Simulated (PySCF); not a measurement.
**Geometry relaxation of Si2NH7O**

Si2NH7O, computed with PBE0-D3(BJ)/def2-SVP geometry optimisation, gas phase (PySCF 2.14.0).

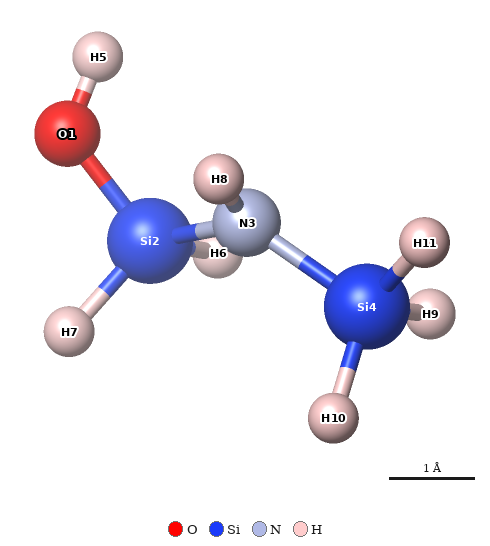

The starting structure (ball-and-stick view, seen at a tilt; atoms are numbered from 1 in the order of the input). Bond lengths as drawn: H–N 1.01 Å, H–O 0.98 Å, H–Si 1.44 to 1.46 Å, N–Si 1.72 to 1.78 Å and O–Si 1.60 Å.

Input
```
{"job": {"xc": "PBE0", "basis": "def2-SVP", "d3": "d3bj", "grid": 1, "shake": 0.01, "kind": "geom"}, "charge": 0, "multiplicity": 1}
O     -2.494870    -0.385280     0.675760
Si    -1.080760    -0.756220     0.025750
N      0.108580     0.349080     0.602800
Si     1.802980     0.526700     0.089350
H     -2.877980     0.511210     0.564490
H     -1.065980    -0.614760    -1.428490
H     -0.909750    -2.120080     0.509670
H     -0.035090     0.698550     1.538260
H      1.744400     0.679680    -1.341030
H      2.590400    -0.638040     0.465530
H      2.256180     1.723320     0.776740
```

The first line tells a small driver script what to run in PySCF; the rest is the geometry in Å.

Run on 1 CPU thread, shared host.

Launched with:
```bash
OMP_NUM_THREADS=1 python <driver script> task.json out
```

Output
```
step   0  E = -712.56588323  max force = 0.051331
step   1  E = -712.57514488  max force = 0.009699
step   2  E = -712.57589171  max force = 0.004742
step   3  E = -712.57657768  max force = 0.002487
step   4  E = -712.57691070  max force = 0.004528
step   5  E = -712.57747715  max force = 0.007653
step   6  E = -712.57791252  max force = 0.006445
step   7  E = -712.57825274  max force = 0.002624
step   8  E = -712.57834449  max force = 0.001255
step   9  E = -712.57837010  max force = 0.000935
step  10  E = -712.57839668  max force = 0.001297
step  11  E = -712.57842205  max force = 0.001072
step  12  E = -712.57845849  max force = 0.001515
step  13  E = -712.57849312  max force = 0.001441
step  14  E = -712.57852193  max force = 0.001081
step  15  E = -712.57854597  max force = 0.001301
step  16  E = -712.57857203  max force = 0.001094
step  17  E = -712.57858762  max force = 0.000652
step  18  E = -712.57859512  max force = 0.000311
optimisation converged
```

Trajectory as extended XYZ (Å, eV, eV/Å), 19 frames, from step=0 to step=18
```
11
Properties=species:S:1:pos:R:3:forces:R:3 step=0 energy=-19389.90531
O    -2.4949   -0.3853    0.6758   -2.6396   1.5870   0.7992
Si   -1.0808   -0.7562    0.0257    1.3840   0.1149  -0.1467
N     0.1086    0.3491    0.6028    1.1493   0.2056  -0.3914
Si    1.8030    0.5267    0.0893   -2.0035  -0.1700   0.7377
H    -2.8780    0.5112    0.5645    0.4592  -0.9839   0.0517
H    -1.0660   -0.6148   -1.4285    0.1122  -0.1936  -0.7108
H    -0.9097   -2.1201    0.5097    0.2316  -0.7399  -0.0619
H    -0.0351    0.6986    1.5383   -0.1599  -0.0153   0.4359
H     1.7444    0.6797   -1.3410    0.2809   0.1075  -1.0914
H     2.5904   -0.6380    0.4655    0.6567  -0.5346   0.1146
H     2.2562    1.7233    0.7767    0.5290   0.6224   0.2630
11
Properties=species:S:1:pos:R:3:forces:R:3 step=1 energy=-19390.15734
O    -2.5940   -0.3103    0.7309    0.4987  -0.1593  -0.2341
Si   -1.1095   -0.7825    0.1066   -0.1917   0.0167   0.0357
N     0.1126    0.3236    0.6564    0.1670   0.0590   0.0208
Si    1.7493    0.5565    0.0747   -0.1960  -0.0417   0.0620
H    -2.8097    0.5686    0.4065   -0.2378   0.1457   0.0709
H    -1.0790   -0.7424   -1.3881    0.0360   0.0056  -0.0038
H    -0.9042   -2.1893    0.5503   -0.0932   0.0104   0.0915
H    -0.0232    0.6389    1.6169    0.0132  -0.0703  -0.0299
H     1.7393    0.7372   -1.4089   -0.0291  -0.0018   0.0332
H     2.6562   -0.5958    0.3858    0.0214   0.0191  -0.0170
H     2.3016    1.7699    0.7473    0.0114   0.0166  -0.0294
11
Properties=species:S:1:pos:R:3:forces:R:3 step=2 energy=-19390.17766
O    -2.5859   -0.3086    0.6977    0.2439   0.0462  -0.2008
Si   -1.0948   -0.7804    0.1053   -0.2254   0.0454   0.0434
N     0.1193    0.3226    0.6777    0.0658  -0.0187   0.0271
Si    1.7422    0.5553    0.0794   -0.0442   0.0390  -0.0102
H    -2.8382    0.5716    0.3944   -0.0787  -0.0720   0.0871
H    -1.0276   -0.7458   -1.3885    0.0530  -0.0046   0.0087
H    -0.9258   -2.1846    0.5727   -0.0412   0.0160   0.0541
H    -0.0159    0.6255    1.6410    0.0085  -0.0640   0.0069
H     1.6952    0.7435   -1.4009   -0.0031  -0.0050  -0.0059
H     2.6619   -0.5942    0.3605    0.0116   0.0083   0.0028
H     2.3090    1.7695    0.7389    0.0099   0.0093  -0.0131
11
Properties=species:S:1:pos:R:3:forces:R:3 step=3 energy=-19390.19632
O    -2.5843   -0.2823    0.6353   -0.0934   0.0927  -0.0399
Si   -1.0918   -0.7873    0.1100   -0.0276   0.0450  -0.0333
N     0.1395    0.2860    0.7040   -0.0463  -0.0768   0.0908
Si    1.7416    0.5660    0.0837    0.0278   0.0690  -0.1279
H    -2.8748    0.5932    0.3573    0.0653  -0.0808   0.0123
H    -0.9445   -0.7807   -1.3778    0.0220  -0.0256   0.0013
H    -1.0058   -2.1809    0.6283    0.0214   0.0127   0.0119
H     0.0089    0.5560    1.6763    0.0316  -0.0275   0.0668
H     1.6440    0.7835   -1.3899    0.0201  -0.0064  -0.0209
H     2.7023   -0.5621    0.3083   -0.0077  -0.0004   0.0284
H     2.3045    1.7830    0.7428   -0.0131  -0.0021   0.0104
11
Properties=species:S:1:pos:R:3:forces:R:3 step=4 energy=-19390.20539
O    -2.5841   -0.2596    0.5780   -0.2328   0.0354   0.0349
Si   -1.0842   -0.7909    0.1211    0.0689   0.0436  -0.0224
N     0.1495    0.2618    0.7463   -0.0680  -0.1006   0.0687
Si    1.7269    0.5733    0.0802    0.0477   0.0951  -0.0873
H    -2.8759    0.6134    0.3001    0.0955  -0.0131  -0.0307
H    -0.8677   -0.8055   -1.3579    0.0055  -0.0255   0.0000
H    -1.0468   -2.1754    0.6675    0.0280   0.0038  -0.0006
H     0.0348    0.5002    1.7296    0.0577  -0.0258   0.0115
H     1.5829    0.8125   -1.3868    0.0093  -0.0100  -0.0035
H     2.7102   -0.5433    0.2596   -0.0064  -0.0038   0.0222
H     2.2939    1.7878    0.7406   -0.0055   0.0009   0.0073
11
Properties=species:S:1:pos:R:3:forces:R:3 step=5 energy=-19390.22080
O    -2.5791   -0.1889    0.4684   -0.3935  -0.0065   0.0967
Si   -1.0854   -0.8131    0.1492    0.2614   0.0269  -0.0569
N     0.1814    0.1756    0.8119   -0.0739  -0.1131   0.0573
Si    1.7009    0.6003    0.0748    0.0240   0.0604  -0.0254
H    -2.8273    0.6871    0.1652    0.1324   0.0469  -0.0658
H    -0.7568   -0.8979   -1.3066   -0.0365  -0.0177  -0.0080
H    -1.1640   -2.1700    0.7553    0.0285   0.0055   0.0051
H     0.1131    0.3433    1.8141    0.0602   0.0026  -0.0177
H     1.4659    0.8966   -1.3699    0.0002  -0.0068   0.0059
H     2.7464   -0.4702    0.1543   -0.0021  -0.0016   0.0107
H     2.2443    1.8115    0.7615   -0.0006   0.0034  -0.0018
11
Properties=species:S:1:pos:R:3:forces:R:3 step=6 energy=-19390.23265
O    -2.5630   -0.1149    0.3662   -0.3314  -0.0455   0.0979
Si   -1.0877   -0.8341    0.1759    0.2633  -0.0158  -0.0366
N     0.2131    0.0845    0.8702   -0.0303  -0.0841   0.0064
Si    1.6666    0.6259    0.0743    0.0176   0.0272   0.0563
H    -2.7246    0.7646    0.0203    0.1107   0.0826  -0.0719
H    -0.6886   -0.9986   -1.2554   -0.0494   0.0066  -0.0101
H    -1.2694   -2.1540    0.8364    0.0078   0.0088   0.0156
H     0.1995    0.1847    1.8836    0.0189   0.0119  -0.0485
H     1.3423    0.9755   -1.3406   -0.0111  -0.0039   0.0092
H     2.7672   -0.3905    0.0556   -0.0018   0.0007  -0.0017
H     2.1841    1.8311    0.7918    0.0058   0.0115  -0.0167
11
Properties=species:S:1:pos:R:3:forces:R:3 step=7 energy=-19390.24190
O    -2.5505   -0.0627    0.3155   -0.1349  -0.0088   0.0654
Si   -1.0967   -0.8520    0.1882    0.1243  -0.0289  -0.0416
N     0.2349    0.0159    0.8855    0.0434  -0.0198  -0.0196
Si    1.6493    0.6454    0.0809   -0.0095  -0.0119   0.0547
H    -2.6188    0.8146   -0.0693    0.0422   0.0432  -0.0360
H    -0.6998   -1.0721   -1.2360   -0.0151   0.0148  -0.0009
H    -1.3360   -2.1397    0.8906   -0.0096   0.0065   0.0168
H     0.2546    0.0757    1.9013   -0.0277   0.0000  -0.0198
H     1.2800    1.0299   -1.3135   -0.0122  -0.0067   0.0027
H     2.7863   -0.3271    0.0081   -0.0002   0.0030  -0.0051
H     2.1362    1.8464    0.8270   -0.0006   0.0086  -0.0165
11
Properties=species:S:1:pos:R:3:forces:R:3 step=8 energy=-19390.24440
O    -2.5391   -0.0282    0.2987    0.0016   0.0082   0.0201
Si   -1.1017   -0.8591    0.1892   -0.0014  -0.0159  -0.0246
N     0.2468   -0.0220    0.8882    0.0645  -0.0010  -0.0043
Si    1.6429    0.6492    0.0874   -0.0124  -0.0053   0.0166
H    -2.5543    0.8456   -0.1026   -0.0065   0.0099  -0.0069
H    -0.7145   -1.1000   -1.2338    0.0007   0.0086   0.0040
H    -1.3739   -2.1293    0.9112   -0.0078   0.0026   0.0039
H     0.2736    0.0192    1.9044   -0.0335  -0.0053   0.0016
H     1.2513    1.0414   -1.2989   -0.0038  -0.0073  -0.0028
H     2.8002   -0.2967   -0.0062    0.0001   0.0012   0.0013
H     2.1084    1.8542    0.8407   -0.0016   0.0043  -0.0090
11
Properties=species:S:1:pos:R:3:forces:R:3 step=9 energy=-19390.24510
O    -2.5301   -0.0068    0.2934    0.0410   0.0102  -0.0025
Si   -1.1039   -0.8605    0.1866   -0.0469   0.0099  -0.0080
N     0.2537   -0.0423    0.8901    0.0481  -0.0103   0.0049
Si    1.6413    0.6470    0.0920   -0.0087   0.0048  -0.0032
H    -2.5251    0.8663   -0.1108   -0.0180  -0.0081   0.0048
H    -0.7198   -1.1056   -1.2361    0.0031   0.0017   0.0019
H    -1.3966   -2.1237    0.9126   -0.0007  -0.0007  -0.0038
H     0.2772   -0.0095    1.9066   -0.0196  -0.0022   0.0066
H     1.2401    1.0337   -1.2933    0.0017  -0.0069  -0.0035
H     2.8102   -0.2837   -0.0048    0.0009  -0.0006   0.0067
H     2.0925    1.8595    0.8419   -0.0009   0.0021  -0.0041
11
Properties=species:S:1:pos:R:3:forces:R:3 step=10 energy=-19390.24582
O    -2.5195    0.0200    0.2949    0.0554   0.0023  -0.0194
Si   -1.1077   -0.8579    0.1791   -0.0667   0.0454   0.0146
N     0.2618   -0.0659    0.8908    0.0018  -0.0282   0.0084
Si    1.6433    0.6394    0.0987   -0.0011   0.0140  -0.0218
H    -2.5008    0.8947   -0.1063   -0.0181  -0.0198   0.0104
H    -0.7292   -1.0981   -1.2454    0.0040  -0.0046  -0.0010
H    -1.4222   -2.1187    0.9002    0.0061  -0.0052  -0.0105
H     0.2744   -0.0394    1.9077    0.0090   0.0029   0.0068
H     1.2400    1.0059   -1.2917    0.0069  -0.0060  -0.0017
H     2.8270   -0.2734    0.0144    0.0023  -0.0016   0.0129
H     2.0725    1.8677    0.8359    0.0004   0.0007   0.0012
11
Properties=species:S:1:pos:R:3:forces:R:3 step=11 energy=-19390.24651
O    -2.5139    0.0414    0.3035    0.0411  -0.0055  -0.0196
Si   -1.1130   -0.8508    0.1695   -0.0478   0.0551   0.0265
N     0.2675   -0.0837    0.8891   -0.0421  -0.0321   0.0039
Si    1.6489    0.6288    0.1048    0.0067   0.0141  -0.0262
H    -2.4931    0.9194   -0.0899   -0.0096  -0.0178   0.0069
H    -0.7411   -1.0773   -1.2586    0.0029  -0.0053  -0.0033
H    -1.4402   -2.1164    0.8764    0.0066  -0.0069  -0.0116
H     0.2689   -0.0592    1.9062    0.0315   0.0037   0.0041
H     1.2554    0.9663   -1.2959    0.0074  -0.0051   0.0009
H     2.8449   -0.2699    0.0491    0.0026  -0.0011   0.0153
H     2.0552    1.8756    0.8240    0.0008   0.0008   0.0030
11
Properties=species:S:1:pos:R:3:forces:R:3 step=12 energy=-19390.24750
O    -2.5103    0.0688    0.3216    0.0069  -0.0107  -0.0070
Si   -1.1228   -0.8362    0.1543   -0.0023   0.0355   0.0264
N     0.2732   -0.1063    0.8842   -0.0779  -0.0137  -0.0051
Si    1.6594    0.6109    0.1131    0.0150   0.0056  -0.0188
H    -2.4927    0.9527   -0.0572    0.0030  -0.0054  -0.0021
H    -0.7618   -1.0340   -1.2807    0.0009  -0.0019  -0.0046
H    -1.4619   -2.1149    0.8312    0.0020  -0.0053  -0.0080
H     0.2631   -0.0826    1.9015    0.0468  -0.0033   0.0002
H     1.2923    0.8971   -1.3058    0.0041  -0.0037   0.0032
H     2.8710   -0.2684    0.1158    0.0014   0.0011   0.0145
H     2.0299    1.8870    0.8002    0.0000   0.0019   0.0013
11
Properties=species:S:1:pos:R:3:forces:R:3 step=13 energy=-19390.24845
O    -2.5097    0.0951    0.3447   -0.0250  -0.0081   0.0081
Si   -1.1346   -0.8181    0.1374    0.0371  -0.0020   0.0108
N     0.2771   -0.1286    0.8767   -0.0741   0.0215  -0.0089
Si    1.6713    0.5908    0.1216    0.0145  -0.0070  -0.0045
H    -2.4959    0.9859   -0.0170    0.0109   0.0072  -0.0085
H    -0.7866   -0.9778   -1.3056   -0.0002   0.0023  -0.0031
H    -1.4833   -2.1141    0.7754   -0.0032  -0.0011  -0.0014
H     0.2616   -0.1076    1.8943    0.0414  -0.0179  -0.0025
H     1.3417    0.8144   -1.3171    0.0001  -0.0021   0.0029
H     2.8968   -0.2654    0.2001   -0.0005   0.0034   0.0103
H     2.0010    1.8997    0.7678   -0.0011   0.0037  -0.0033
11
Properties=species:S:1:pos:R:3:forces:R:3 step=14 energy=-19390.24923
O    -2.5083    0.1226    0.3666   -0.0393   0.0009   0.0149
Si   -1.1465   -0.7997    0.1205    0.0476  -0.0343  -0.0094
N     0.2804   -0.1544    0.8689   -0.0359   0.0556  -0.0053
Si    1.6809    0.5720    0.1308    0.0075  -0.0154   0.0086
H    -2.4923    1.0198    0.0215    0.0112   0.0125  -0.0079
H    -0.8110   -0.9184   -1.3296   -0.0006   0.0038   0.0001
H    -1.5086   -2.1116    0.7174   -0.0042   0.0021   0.0054
H     0.2677   -0.1452    1.8869    0.0202  -0.0332  -0.0025
H     1.3928    0.7274   -1.3252   -0.0018   0.0003   0.0007
H     2.9196   -0.2528    0.2915   -0.0023   0.0024   0.0038
H     1.9647    1.9146    0.7291   -0.0025   0.0053  -0.0083
11
Properties=species:S:1:pos:R:3:forces:R:3 step=15 energy=-19390.24988
O    -2.5059    0.1413    0.3752   -0.0268   0.0069   0.0109
Si   -1.1532   -0.7906    0.1119    0.0293  -0.0395  -0.0200
N     0.2833   -0.1740    0.8647    0.0046   0.0669   0.0011
Si    1.6830    0.5650    0.1366   -0.0003  -0.0164   0.0136
H    -2.4815    1.0412    0.0374    0.0053   0.0080  -0.0024
H    -0.8236   -0.8880   -1.3413   -0.0017   0.0027   0.0020
H    -1.5273   -2.1082    0.6884   -0.0013   0.0032   0.0085
H     0.2807   -0.1855    1.8828   -0.0017  -0.0374  -0.0009
H     1.4184    0.6807   -1.3272   -0.0022   0.0013  -0.0020
H     2.9306   -0.2349    0.3449   -0.0015  -0.0002  -0.0007
H     1.9350    1.9273    0.7049   -0.0036   0.0044  -0.0100
11
Properties=species:S:1:pos:R:3:forces:R:3 step=16 energy=-19390.25059
O    -2.5043    0.1536    0.3795    0.0032   0.0054   0.0009
Si   -1.1572   -0.7857    0.1070   -0.0041  -0.0237  -0.0204
N     0.2858   -0.1880    0.8618    0.0365   0.0563   0.0070
Si    1.6817    0.5650    0.1405   -0.0072  -0.0121   0.0109
H    -2.4706    1.0549    0.0453   -0.0034  -0.0003   0.0046
H    -0.8324   -0.8701   -1.3480   -0.0032   0.0001   0.0026
H    -1.5389   -2.1052    0.6741    0.0023   0.0027   0.0078
H     0.2980   -0.2310    1.8789   -0.0198  -0.0298   0.0017
H     1.4332    0.6526   -1.3278   -0.0020   0.0005  -0.0040
H     2.9362   -0.2139    0.3825    0.0009  -0.0007  -0.0035
H     1.9080    1.9420    0.6845   -0.0033   0.0017  -0.0076
11
Properties=species:S:1:pos:R:3:forces:R:3 step=17 energy=-19390.25102
O    -2.5061    0.1511    0.3839    0.0180  -0.0011  -0.0054
Si   -1.1569   -0.7846    0.1055   -0.0198  -0.0033  -0.0094
N     0.2858   -0.1862    0.8609    0.0335   0.0291   0.0053
Si    1.6810    0.5685    0.1408   -0.0079  -0.0055   0.0037
H    -2.4734    1.0537    0.0528   -0.0055  -0.0041   0.0068
H    -0.8359   -0.8618   -1.3506   -0.0028  -0.0020   0.0019
H    -1.5338   -2.1062    0.6708    0.0031   0.0009   0.0037
H     0.3051   -0.2508    1.8767   -0.0183  -0.0149   0.0021
H     1.4380    0.6423   -1.3293   -0.0012  -0.0008  -0.0027
H     2.9365   -0.2041    0.3968    0.0022   0.0013  -0.0032
H     1.8994    1.9525    0.6700   -0.0012   0.0004  -0.0028
11
Properties=species:S:1:pos:R:3:forces:R:3 step=18 energy=-19390.25122
O    -2.5099    0.1376    0.3873    0.0139  -0.0052  -0.0054
Si   -1.1535   -0.7869    0.1072   -0.0160   0.0089   0.0016
N     0.2842   -0.1740    0.8616    0.0120   0.0009  -0.0014
Si    1.6803    0.5742    0.1379   -0.0038   0.0016  -0.0018
H    -2.4856    1.0412    0.0586   -0.0024  -0.0037   0.0051
H    -0.8344   -0.8634   -1.3492   -0.0015  -0.0025   0.0009
H    -1.5180   -2.1105    0.6761    0.0026  -0.0008  -0.0001
H     0.3044   -0.2467    1.8768   -0.0067  -0.0005   0.0019
H     1.4331    0.6474   -1.3318   -0.0013  -0.0018  -0.0003
H     2.9339   -0.2029    0.3900    0.0025   0.0028  -0.0013
H     1.9049    1.9583    0.6637    0.0006   0.0004   0.0008
```

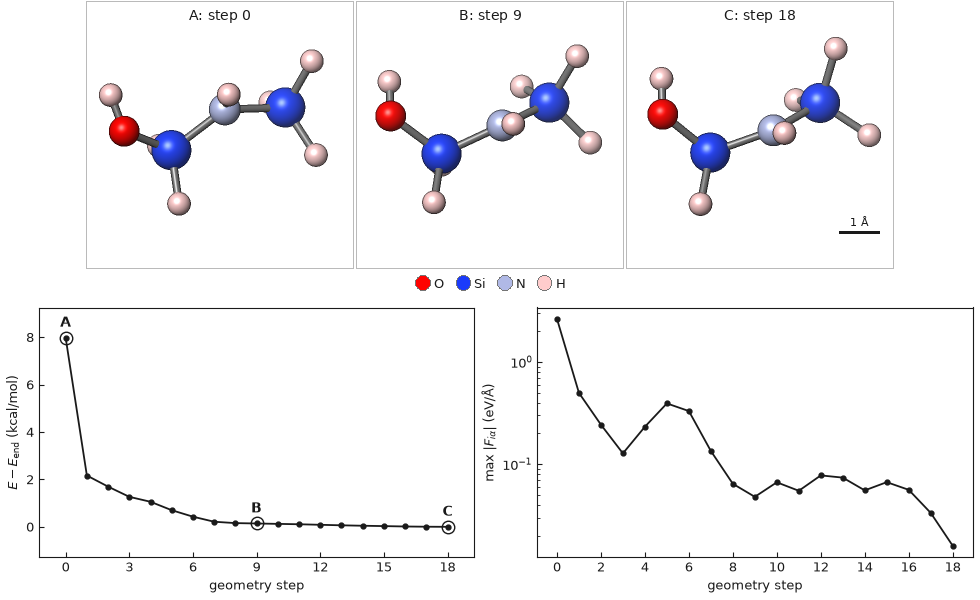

Frames of the relaxation (ball-and-stick view, seen at a tilt) above the curves, on which the letters mark them (steps are counted from 0).

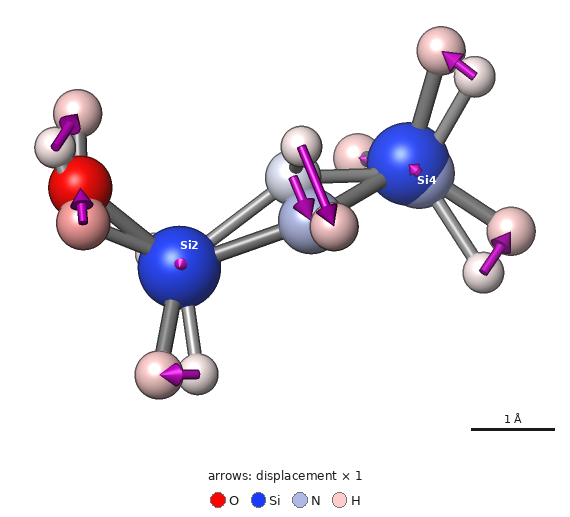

Start (faint) and end (solid) with the displacements as pink arrows, at true length (ball-and-stick view, seen at a tilt). The two geometries are laid on each other by the best rigid fit. After 18 geometry steps the energy has fallen by 7.98 kcal/mol. The largest force component goes from 2.6 to 0.016 eV/Å. The atom that moves furthest after the best rigid fit is H8 (1.08 Å). By element the largest moves are H 1.08 Å, N 0.61 Å, O 0.49 Å, Si 0.18 Å. Distances before and after: O1–Si2 1.600 → 1.665 Å, Si4–H9 1.440 → 1.492 Å, Si4–H11 1.453 → 1.498 Å, Si4–H10 1.455 → 1.496 Å. Among the angles that change: N3–Si4–H11 104.1° → 111.8°, O1–Si2–N3 109.0° → 113.9°, H10–Si4–H11 111.6° → 107.2°. (Atoms are counted from 1 in the order of the input.)

Summary

- outcome: converged
- total energy: −712.578595 hartree
- dipole moment: 1.23 D
- point group: C1
- wall time: 63 s
- peak memory: 0.4 GiB
